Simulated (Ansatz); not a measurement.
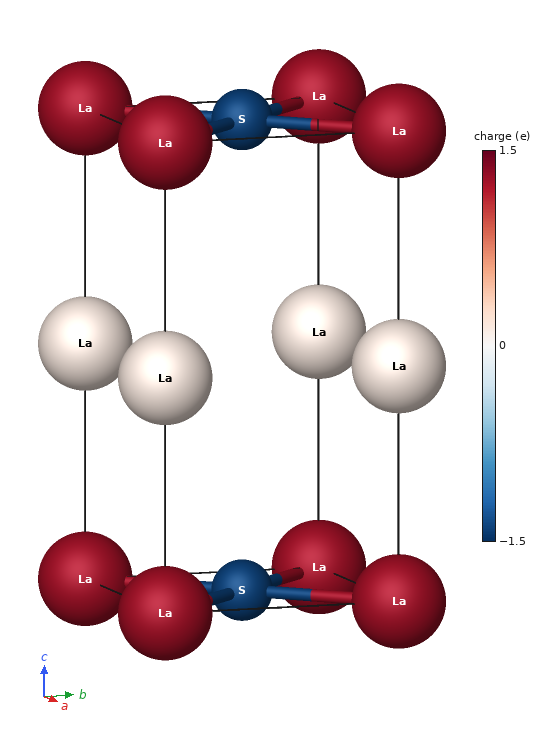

The image is a ball-and-stick drawing of a crystal, viewed slightly off an axis. The simulation cell is drawn as a box. The atoms of this La2S cell are coloured by their Bader charge.

Method used: DFT PBE, scalar-relativistic, plane waves, PAW in Ansatz. It ran with 420 eV cutoff, k-point mesh 12×12×6, Gaussian smearing of 0.1 eV, no spin polarisation.

Q: What charges do the elements carry?

A: Most positive: La; most negative: S. Charges: about La +0.1 to +1.3 e; S -1.4 e.

Starting structure: a random cell made by a generator, so it need not be a real form of the compound. Earlier steps of the study may have refined or changed the cell and positions. It was run through Ansatz as a DFT input.
